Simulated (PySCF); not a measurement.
# SiPH4 (SMILES [SiH2]P) at 6 levels

Wanted: a comparison of 6 runs (U-r2SCAN/STO-6G, U-wB97X-V/STO-6G, UB2PLYP/STO-6G, UM06-2X/STO-6G, ROCCSD(T)/STO-6G, UCCSD(T)/STO-6G) of SiPH4. 

Program for the calculation: PySCF 2.14.0.

3 further runs of the same task are left out: 3 set aside as unsound or not needed.

### Step 1. The molecule

SiPH4: 6 atoms, total charge 0, spin state doublet. SMILES: `[SiH2]P`. The Si1–H4 distance was set to 1.760 Å, away from the relaxed value.

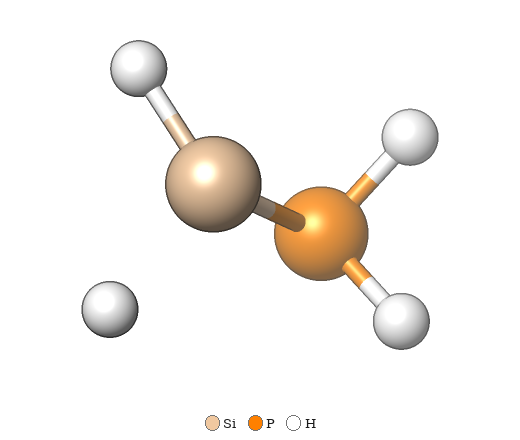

The structure, seen from a chosen angle (silicon light orange, phosphorus orange, hydrogen white).

### Step 2. A single-point energy at U-r2SCAN/STO-6G (run 1)

Contents of geometry.xyz:

```xyz
6
H4PSi
Si     0.268289    -0.880472     0.129690
P     -0.197401     1.275648     0.376570
H     -0.159351    -1.619052     1.322270
H     -0.579260    -1.514310    -1.276300
H      0.575949     1.722798    -0.680950
H      0.798119     1.543628     1.300480
```

Contents of job.py:

```python
from pyscf import gto, dft

molecule = gto.Mole()
molecule.atom = 'geometry.xyz'
molecule.max_memory = 1860
molecule.basis = 'sto-6g'
molecule.verbose = 3
molecule.spin = 1
molecule.build()

mf = dft.UKS(molecule)
mf.xc = 'r2scan'
mf.grids.level = 5
mf.conv_tol = 1e-10
mf.kernel()
if not mf.converged:
    mf = mf.newton().run(mf.mo_coeff, mf.mo_occ)

e_final = mf.e_tot
print(f'total energy: {e_final:.8f} hartree')
```

Launch:

```console
OMP_NUM_THREADS=1 python job.py
```

The program printed:

```text
WARN: HOMO -0.126811754531339 >= LUMO -0.126811754531341

converged SCF energy = -630.84699415572  <S^2> = 0.75123697  2S+1 = 2.0012366
total energy: -630.84699416 hartree
```

Run time: 9.3 s. Hardware: 1 thread of Arm Neoverse V2, shared host; peak memory 0.23 GiB.

### Step 3. The energy at U-wB97X-V/STO-6G (run 2)

geometry.xyz, as its differences from that of step 2:

```diff
@@ -1,3 +1,3 @@
 6
-H4PSi
+
 Si     0.268289    -0.880472     0.129690
```

Contents of job.py:

```python
from pyscf import gto, dft

molecule = gto.Mole()
molecule.atom = 'geometry.xyz'
molecule.basis = 'sto-6g'
molecule.max_memory = 1860
molecule.verbose = 3
molecule.charge = 0
molecule.spin = 1
molecule.build()

mf = dft.UKS(molecule)
mf.xc = 'wb97x-v'
mf.grids.level = 5
mf.nlcgrids.level = 1
mf.conv_tol = 1e-10
mf.kernel()
if not mf.converged:
    mf = mf.newton().run(mf.mo_coeff, mf.mo_occ)

etot = mf.e_tot
print('Final energy', etot)
```

Launch:

```console
OMP_NUM_THREADS=1 python job.py
```

The program printed:

```text
converged SCF energy = -630.780244437289  <S^2> = 0.75110992  2S+1 = 2.0011096
Final energy -630.7802444372894
```

Run time: 33 s. Hardware: 1 thread of Arm Neoverse V2, shared host; peak memory 0.21 GiB.

Runs 3 to 5 aren't shown in full; the table further down has their settings and results.

### Step 4. The energy at UCCSD(T)/STO-6G (run 6)

geometry.xyz, as its differences from that of step 3:

```diff
@@ -1,3 +1,3 @@
 6
-
+H4PSi
 Si     0.268289    -0.880472     0.129690
```

Contents of input.py:

```python
from pyscf import gto, scf, cc

mol = gto.Mole()
mol.atom = 'geometry.xyz'
mol.charge = 0
mol.basis = 'sto-6g'
mol.max_memory = 1860
mol.verbose = 4
mol.spin = 1
mol.build()

hf = scf.UHF(mol)
hf.conv_tol = 1e-10
hf.kernel()
if not hf.converged:
    hf = hf.newton().run(hf.mo_coeff, hf.mo_occ)

mycc = cc.CCSD(hf, frozen=10)
mycc.kernel()
e_t = mycc.ccsd_t()
etot = mycc.e_tot + e_t
print('E = %.10f Eh' % etot)
```

Launch:

```console
OMP_NUM_THREADS=1 python input.py
```

The program printed:

```text
PySCF version 2.14.0

[... 98 lines left out ...]
converged SCF energy = -629.671776976933  <S^2> = 0.75223194  2S+1 = 2.0022307
[... 12 lines left out ...]
Init t2, MP2 energy = -0.0715058267230307
[... 14 lines left out ...]
UCCSD converged
[... 2 lines left out ...]
E = -629.7794164266 Eh
```

Wall time 0.94 s (1 thread of Arm Neoverse V2, shared host); peak memory 0.1 GiB.

### Step 5. Overview of the runs

| run | level | nlc grid | frozen core orbitals | energy (Eh) | dipole moment (D) of the reference | HOMO energy (eV) | LUMO energy (eV) | wall time |
| --- | --- | --- | --- | --- | --- | --- | --- | --- |
| 1 | U-r2SCAN/STO-6G | – | – | -630.846994 | 1.08 | -1.74 | 0.62 | 9.3 s |
| 2 | U-wB97X-V/STO-6G | 1 | – | -630.780244 | 1.10 | -4.96 | 3.29 | 33 s |
| 3 | UB2PLYP/STO-6G | – | 10 | -630.559527 | 1.12 | -3.78 | 2.74 | 6.6 s |
| 4 | UM06-2X/STO-6G | – | – | -630.792738 | 1.12 | -3.70 | 2.34 | 9.9 s |
| 5 | ROCCSD(T)/STO-6G | – | 10 | -629.779408 | 1.31 | – | – | 1.1 s |
| 6 | UCCSD(T)/STO-6G | – | 10 | -629.779416 | 1.30 | -5.69 | 5.82 | 0.94 s |

### Step 6. Results

```
                                                         quantity          value
                                              run 6: total energy  -629.77942 Eh
                      run 6: dipole moment (Hartree–Fock density)         1.30 D
run 6: HOMO energy (Hartree–Fock orbitals) (highest over α and β)       -5.69 eV
 run 6: LUMO energy (Hartree–Fock orbitals) (lowest over α and β)        5.82 eV
              run 6: correlation energy (10 core orbitals frozen)     -107.6 mEh
                                            run 6: (T) correction      -0.92 mEh
                         run 6: ⟨S²⟩ of the reference determinant          0.752
                                             run 6: T1 diagnostic          0.010
```

**Reading.** Over runs 1, 2, 3, 4 the dipole moment (its size) runs from 1.08 D (U-r2SCAN/STO-6G) to 1.12 D (UM06-2X/STO-6G). Totals of different functionals can't be ranked against each other. In runs 1, 2, 3, 4, 5, 6 the basis is minimal, so the values are rough. All runs together took 61 s, the longest 33 s.
